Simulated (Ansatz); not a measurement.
# Run report: Si₂H₃OF, geometry relaxation

- system: Si₂H₃OF, SMILES F[Si]O[SiH3]
- method: RKS PBE0-D4/def2-TZVP (Ansatz 0.2.0)

The geometry: GFN2-xTB start. Figures and captions count atoms from 1; the log counts them from 0 in places.

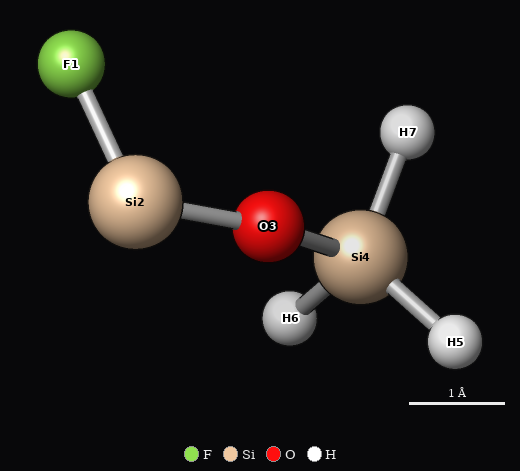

Figure 1. The starting structure (ball-and-stick view, seen at a tilt; atoms are numbered from 1 in the order of the input). Bond lengths as drawn: F–Si 1.64 Å, H–Si 1.46 Å and O–Si 1.61 to 1.64 Å.

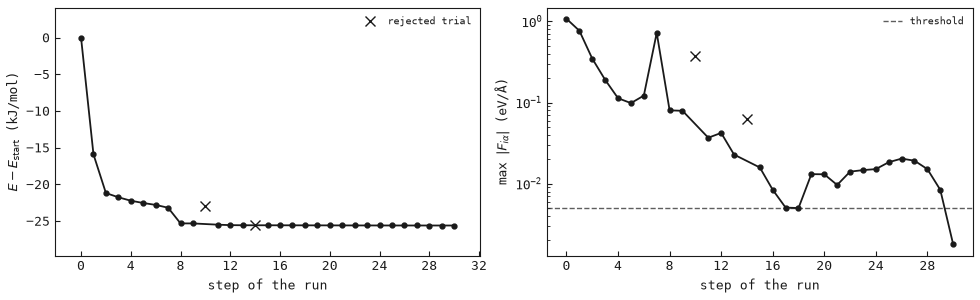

Figure 2. Progress of the relaxation, step by step (the first geometry is step 0 here and step 1 in the log).

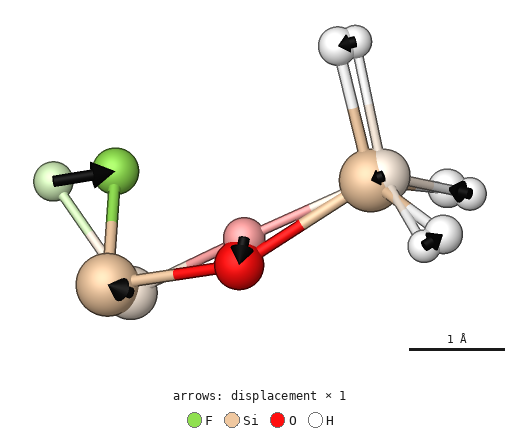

Figure 3. Start (faint) and end (solid) with the displacements as black arrows, at true length (ball-and-stick view, seen at a tilt). The two geometries are laid on each other by the best rigid fit. After 30 geometry steps the energy has fallen by 25.6 kJ/mol. The largest force component goes from 1.1 to 0.0018 eV/Å. The line search rejected the trial steps at points 10, 14 (counted from 0) and went back. The atom that moves furthest after the best rigid fit is F1 (0.67 Å). By element the largest moves are F 0.67 Å, Si 0.32 Å, O 0.30 Å, H 0.28 Å. Distances before and after: F1–Si2 1.643 → 1.617 Å, Si4–H5 1.458 → 1.482 Å, O3–Si4 1.637 → 1.657 Å, Si2–O3 1.614 → 1.630 Å. Among the angles that change: F1–Si2–O3 113.2° → 101.9°, Si2–O3–Si4 156.2° → 146.4°, O3–Si4–H7 103.7° → 109.7°. (Atoms are counted from 1 in the order of the input.)

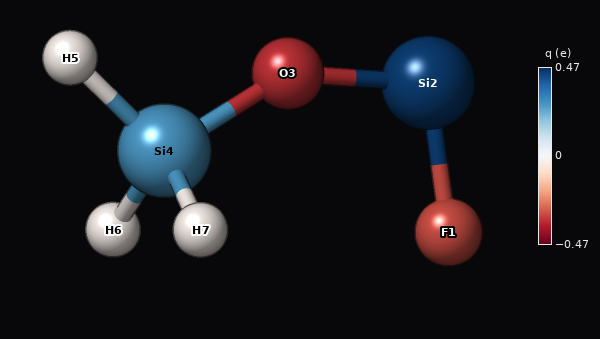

Figure 4. Mulliken charges, as the colour of each atom (ball-and-stick view, seen at a tilt; atoms are numbered from 1 in the order of the input). By element: F −0.30, Si +0.27 to +0.44, O −0.34 and H −0.02 e.

The input and output of the run follow.

**The input**
```yaml
crystal:
  periodic: [false, false, false]
  atoms:
    - {symbol: F, position_ang: [0.720200, -2.488100, 1.488690]}
    - {symbol: Si, position_ang: [-0.565700, -1.977270, 0.603420]}
    - {symbol: O, position_ang: [-0.273640, -0.620270, -0.219400]}
    - {symbol: Si, position_ang: [-0.019470, 0.984450, -0.420900]}
    - {symbol: H, position_ang: [-0.757320, 1.264010, -1.647210]}
    - {symbol: H, position_ang: [-0.536500, 1.743630, 0.716830]}
    - {symbol: H, position_ang: [1.432440, 1.093550, -0.521430]}
basis:
  gaussian: {orbitals: def2-TZVP}
hamiltonian: {xc: pbe0, dispersion: d4}
relax: {f_tol: 0.005, max_steps: 150}
```

**What the program printed**
```
Functional definition: PBE0
  name "PBE0"
  cite "Adamo & Barone, J. Chem. Phys. 110, 6158 (1999) doi:10.1063/1.478522"
  cite "Perdew, Burke & Ernzerhof, Phys. Rev. Lett. 77, 3865 (1996) doi:10.1103/PhysRevLett.77.3865"
  parent pbe
  parameter a = 0.25
  parameter kappa = 0.804
  parameter beta = 0.06672455060314922
  exchange = (1 - a)*pbe_x(kappa = kappa, mu = beta*pi^2/3) + a*exact_x
  correlation = pbe_c(beta = beta)
975 factors; their error is unknown
mean field evaluation 1: about -20555.8034 eV, gradient 6.3e1 eV
mean field evaluation 2: about -20539.4407 eV, gradient 1.1e2 eV
mean field evaluation 4: about -20561.7431 eV, gradient 8.4e0 eV
mean field evaluation 8: about -20561.8409 eV, gradient 3.1e-2 eV
mean field evaluation 16: about -20561.9242 eV, gradient 4.7e-5 eV
mean field -20561.92424568 eV, -755.6367786559 hartree, gradient 4.7e-5 eV, S^2 0.000000; 0 other end points of the search recorded, 0 dependent functions left out
the calculation of the forces begins
reference -20561.92427586 eV, -755.6367797650 hartree; 24, 24 occupied and 130, 130 virtual orbitals, 975 factors
relax step   1: F+E_penalty+E_count = -20562.04727987 eV  Δ(F+E_penalty+E_count) = +0.000e0 eV  max|allowed force component| = 1.077e0 eV/Å  Δτ_max = 0.0000 Å  (25 SCF iters, accepted)
these checks for a lower state are left out or cut short: starts, cluster_reference, orbital_swaps, neighbouring_geometries, increment
975 factors; their error is unknown
mean field -20562.08936791 eV, -755.6428467860 hartree, gradient 1.8e-5 eV, S^2 0.000000; 0 other end points of the search recorded, 0 dependent functions left out
[... from here on the field's lines of each further geometry are left out, up to the last ...]
relax step   2: F+E_penalty+E_count = -20562.21227189 eV  Δ(F+E_penalty+E_count) = -1.650e-1 eV  max|allowed force component| = 7.662e-1 eV/Å  Δτ_max = 0.0779 Å  (28 SCF iters, accepted)
relax step   3: F+E_penalty+E_count = -20562.26688406 eV  Δ(F+E_penalty+E_count) = -5.461e-2 eV  max|allowed force component| = 3.473e-1 eV/Å  Δτ_max = 0.1210 Å  (29 SCF iters, accepted)
relax step   4: F+E_penalty+E_count = -20562.27285943 eV  Δ(F+E_penalty+E_count) = -5.975e-3 eV  max|allowed force component| = 1.903e-1 eV/Å  Δτ_max = 0.0187 Å  (30 SCF iters, accepted)
relax step   5: F+E_penalty+E_count = -20562.27771833 eV  Δ(F+E_penalty+E_count) = -4.859e-3 eV  max|allowed force component| = 1.130e-1 eV/Å  Δτ_max = 0.0314 Å  (29 SCF iters, accepted)
relax step   6: F+E_penalty+E_count = -20562.28094983 eV  Δ(F+E_penalty+E_count) = -3.232e-3 eV  max|allowed force component| = 9.836e-2 eV/Å  Δτ_max = 0.0181 Å  (29 SCF iters, accepted)
relax step   7: F+E_penalty+E_count = -20562.28364986 eV  Δ(F+E_penalty+E_count) = -2.700e-3 eV  max|allowed force component| = 1.217e-1 eV/Å  Δτ_max = 0.0195 Å  (29 SCF iters, accepted)
relax step   8: F+E_penalty+E_count = -20562.28763305 eV  Δ(F+E_penalty+E_count) = -3.983e-3 eV  max|allowed force component| = 7.216e-1 eV/Å  Δτ_max = 0.1959 Å  (34 SCF iters, accepted)
relax step   9: F+E_penalty+E_count = -20562.30976517 eV  Δ(F+E_penalty+E_count) = -2.213e-2 eV  max|allowed force component| = 8.007e-2 eV/Å  Δτ_max = 0.0638 Å  (29 SCF iters, accepted)
relax step  10: F+E_penalty+E_count = -20562.30979891 eV  Δ(F+E_penalty+E_count) = -3.374e-5 eV  max|allowed force component| = 7.906e-2 eV/Å  Δτ_max = 0.0250 Å  (29 SCF iters, accepted)
relax step  11: F+E_penalty+E_count = -20562.28450362 eV  Δ(F+E_penalty+E_count) = +2.530e-2 eV  max|allowed force component| = 3.761e-1 eV/Å  Δτ_max = 0.1949 Å  (34 SCF iters, rejected (line search))
relax step  12: F+E_penalty+E_count = -20562.31157503 eV  Δ(F+E_penalty+E_count) = -1.776e-3 eV  max|allowed force component| = 3.681e-2 eV/Å  Δτ_max = 0.0496 Å  (28 SCF iters, accepted)
relax step  13: F+E_penalty+E_count = -20562.31221940 eV  Δ(F+E_penalty+E_count) = -6.444e-4 eV  max|allowed force component| = 4.220e-2 eV/Å  Δτ_max = 0.0692 Å  (28 SCF iters, accepted)
relax step  14: F+E_penalty+E_count = -20562.31238959 eV  Δ(F+E_penalty+E_count) = -1.702e-4 eV  max|allowed force component| = 2.282e-2 eV/Å  Δτ_max = 0.0608 Å  (28 SCF iters, accepted)
relax step  15: F+E_penalty+E_count = -20562.31201676 eV  Δ(F+E_penalty+E_count) = +3.728e-4 eV  max|allowed force component| = 6.314e-2 eV/Å  Δτ_max = 0.0680 Å  (29 SCF iters, rejected (line search))
relax step  16: F+E_penalty+E_count = -20562.31242751 eV  Δ(F+E_penalty+E_count) = -3.791e-5 eV  max|allowed force component| = 1.582e-2 eV/Å  Δτ_max = 0.0335 Å  (29 SCF iters, accepted)
relax step  17: F+E_penalty+E_count = -20562.31245664 eV  Δ(F+E_penalty+E_count) = -2.913e-5 eV  max|allowed force component| = 8.398e-3 eV/Å  Δτ_max = 0.0183 Å  (29 SCF iters, accepted)
relax step  18: F+E_penalty+E_count = -20562.31247261 eV  Δ(F+E_penalty+E_count) = -1.597e-5 eV  max|allowed force component| = 5.070e-3 eV/Å  Δτ_max = 0.0035 Å  (30 SCF iters, accepted)
relax step  19: F+E_penalty+E_count = -20562.31250635 eV  Δ(F+E_penalty+E_count) = -3.374e-5 eV  max|allowed force component| = 5.002e-3 eV/Å  Δτ_max = 0.0152 Å  (29 SCF iters, accepted)
relax step  20: F+E_penalty+E_count = -20562.31254117 eV  Δ(F+E_penalty+E_count) = -3.482e-5 eV  max|allowed force component| = 1.310e-2 eV/Å  Δτ_max = 0.0402 Å  (29 SCF iters, accepted)
relax step  21: F+E_penalty+E_count = -20562.31256976 eV  Δ(F+E_penalty+E_count) = -2.859e-5 eV  max|allowed force component| = 1.304e-2 eV/Å  Δτ_max = 0.0094 Å  (30 SCF iters, accepted)
relax step  22: F+E_penalty+E_count = -20562.31261410 eV  Δ(F+E_penalty+E_count) = -4.433e-5 eV  max|allowed force component| = 9.633e-3 eV/Å  Δτ_max = 0.0246 Å  (28 SCF iters, accepted)
relax step  23: F+E_penalty+E_count = -20562.31264168 eV  Δ(F+E_penalty+E_count) = -2.759e-5 eV  max|allowed force component| = 1.406e-2 eV/Å  Δτ_max = 0.0301 Å  (29 SCF iters, accepted)
relax step  24: F+E_penalty+E_count = -20562.31266055 eV  Δ(F+E_penalty+E_count) = -1.887e-5 eV  max|allowed force component| = 1.468e-2 eV/Å  Δτ_max = 0.0143 Å  (29 SCF iters, accepted)
relax step  25: F+E_penalty+E_count = -20562.31268424 eV  Δ(F+E_penalty+E_count) = -2.369e-5 eV  max|allowed force component| = 1.511e-2 eV/Å  Δτ_max = 0.0174 Å  (29 SCF iters, accepted)
relax step  26: F+E_penalty+E_count = -20562.31270359 eV  Δ(F+E_penalty+E_count) = -1.935e-5 eV  max|allowed force component| = 1.837e-2 eV/Å  Δτ_max = 0.0188 Å  (30 SCF iters, accepted)
relax step  27: F+E_penalty+E_count = -20562.31271556 eV  Δ(F+E_penalty+E_count) = -1.196e-5 eV  max|allowed force component| = 2.036e-2 eV/Å  Δτ_max = 0.0170 Å  (29 SCF iters, accepted)
relax step  28: F+E_penalty+E_count = -20562.31272610 eV  Δ(F+E_penalty+E_count) = -1.055e-5 eV  max|allowed force component| = 1.918e-2 eV/Å  Δτ_max = 0.0104 Å  (29 SCF iters, accepted)
relax step  29: F+E_penalty+E_count = -20562.31273456 eV  Δ(F+E_penalty+E_count) = -8.458e-6 eV  max|allowed force component| = 1.510e-2 eV/Å  Δτ_max = 0.0103 Å  (29 SCF iters, accepted)
relax step  30: F+E_penalty+E_count = -20562.31274413 eV  Δ(F+E_penalty+E_count) = -9.565e-6 eV  max|allowed force component| = 8.393e-3 eV/Å  Δτ_max = 0.0111 Å  (29 SCF iters, accepted)
the calculation of the forces begins
reference -20562.18546334 eV, -755.6463782278 hartree; 24, 24 occupied and 130, 130 virtual orbitals, 975 factors
relax step  31: F+E_penalty+E_count = -20562.31274798 eV  Δ(F+E_penalty+E_count) = -3.858e-6 eV  max|allowed force component| = 1.788e-3 eV/Å  Δτ_max = 0.0082 Å  (29 SCF iters, accepted)
975 factors; their error is unknown
mean field -20562.18543345 eV, -755.6463771293 hartree, gradient 1.6e-5 eV, S^2 0.000000; 1 other end points of the search recorded, 0 dependent functions left out
the calculation of the forces begins
reference -20562.18546334 eV, -755.6463782278 hartree; 24, 24 occupied and 130, 130 virtual orbitals, 975 factors
Total energy: -20562.31277788 eV, -755.6510569508 hartree
Atom 0 at     0.639288    -1.829497     1.608675 Å, force    -0.001788    -0.000601    -0.001707 eV/Å
Atom 1 at    -0.428710    -2.165511     0.441497 Å, force     0.001648     0.000186     0.001475 eV/Å
Atom 2 at    -0.538267    -0.736460    -0.334595 Å, force     0.000489     0.001014     0.000618 eV/Å
Atom 3 at    -0.025556     0.837137    -0.406731 Å, force    -0.000578    -0.000430     0.000081 eV/Å
Atom 4 at    -0.705066     1.480661    -1.555506 Å, force     0.000185    -0.000076     0.000479 eV/Å
Atom 5 at    -0.385726     1.537825     0.849986 Å, force     0.000302    -0.000247    -0.000989 eV/Å
Atom 6 at     1.444049     0.875846    -0.603327 Å, force    -0.000258     0.000154     0.000043 eV/Å
Dipole moment:    -0.058420     0.139828    -0.134731 e Å
```

**Results in brief**

- outcome: converged
- total energy: −20562.3128 eV
- mean-field energy: −20562.1855 eV
- dispersion energy: −0.1273 eV
- SCF solution under orbital rotations: stable
- largest force (length of the vector) at the end: 0.003 eV/Å
- dipole moment: 0.97 D
- hardware: 2 CPU threads, shared host
- wall time: 84 s (CPU time 2.6 min)
- peak memory: 0.34 GiB
